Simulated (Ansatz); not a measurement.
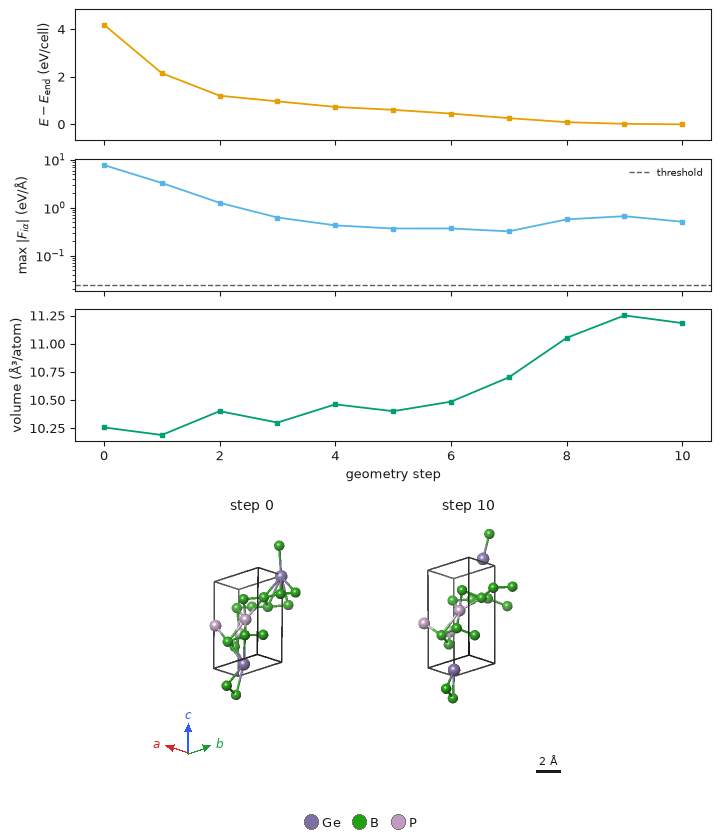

First and last geometry of a relaxation of solid GeB4P (a generated structure, set up in P1) (coarse preliminary run), with the history of the run. Style: ball-and-stick. Shown: the cell of the calculation, from a free direction.

Level of theory: DFT PBE, scalar-relativistic, plane waves, PAW in Ansatz. Settings: plane-wave cutoff 420 eV; k-point mesh 8 × 4 × 4; occupations gaussian; smearing width 0.2 eV; no spin polarisation; cell and atoms relaxed; force threshold 0.025 eV/Å; at most 60 steps.

### Read the history and describe the run.

The run was cut off at its time limit before the relaxation converged, so the last structure is only a point on the way. A Ge atom moves most relative to the cell: 1.13 Å roughly along [3 −1 1]. Largest moves by element: Ge 1.13 Å, B 0.79 Å, P 0.55 Å. The volume changes by +9.0 %, with a 3.033 → 3.173 Å (+4.6 %), b 5.271 → 4.884 Å (−7.3 %), c 7.710 → 8.664 Å (+12.4 %), α 89.0° → 89.6°, β 90.7° → 89.6°, γ 87.4° → 88.5°. Among the contacts that change: B–Ge 2.637 → 4.619 Å, B–Ge 2.557 → 3.799 Å, B–Ge 2.329 → 3.238 Å, B–Ge 2.626 → 3.475 Å. Bonds break, among them: B–Ge (2.33 → 3.24 Å). Among the angles between lasting bonds that change: B–B–B 131.3° → 97.8°, B–B–P 144.5° → 115.3°, B–B–P 142.7° → 116.0°. The space group stays P1 (No. 1). The energy falls by 4.190 eV per cell of the calculation in 10 geometry steps. Largest force component: 7.8 eV/Å at the start, 0.51 eV/Å at the end. The pressure goes from 6.48 to 0.54 GPa.

```tsv
step	E − E(0), meV/atom	largest force component, eV/Å	pressure, GPa	volume, Å³/atom
0	0.00	7.7927	6.48	10.257
1	-169.89	3.2993	2.43	10.190
2	-248.84	1.2722	0.18	10.402
3	-268.66	0.6285	2.40	10.300
4	-288.17	0.4310	-1.45	10.462
5	-298.36	0.3704	-0.72	10.401
6	-311.58	0.3711	-0.03	10.486
7	-327.49	0.3233	1.08	10.702
8	-341.64	0.5746	1.11	11.052
9	-347.40	0.6694	-0.55	11.252
10	-349.21	0.5127	0.54	11.184
```
